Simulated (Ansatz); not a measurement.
Method: PBE (plane waves to 420 eV, PAW; Ansatz, a first-principles code).

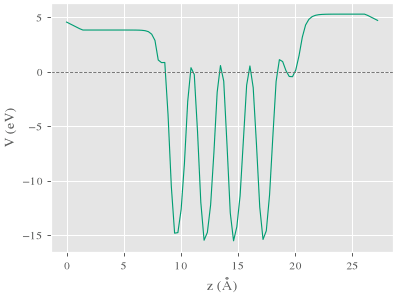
*Electrostatic potential energy of an electron, averaged over planes parallel to the surface, in eV from the highest filled level, for a constructed model of the (111)A surface of 3C silicon carbide, Si-terminated, (√3x√3)R30° Sb adatom at T4 (bottom of the slab: 3 H on 3 bottom sites)*

Slab: 28 atoms, 11.2 Å thick at the start with caps and adatoms (thin: gaps and levels are the slab's own); k 6x6x1, smearing 0.025 eV, dipole-corrected; 6 atoms held, the rest relaxed; symmetry of the start imposed; no spin, no spin-orbit, no U. In PBE it is, or lies within 0.01 eV a 1x1 cell of, the lowest of the 2 structures of its composition computed so far; subsurface sites and larger cells were not tried.

Task: The surface cell has an area of 24.92 Å². What dipole along the normal does the step between the two vacuum levels imply?

Result: the top vacuum level lies 1.46 eV above the bottom one; p = −ε₀ A ΔV (ε₀ = 0.005526 e/(V·Å)) gives -0.20 e·Å a cell.
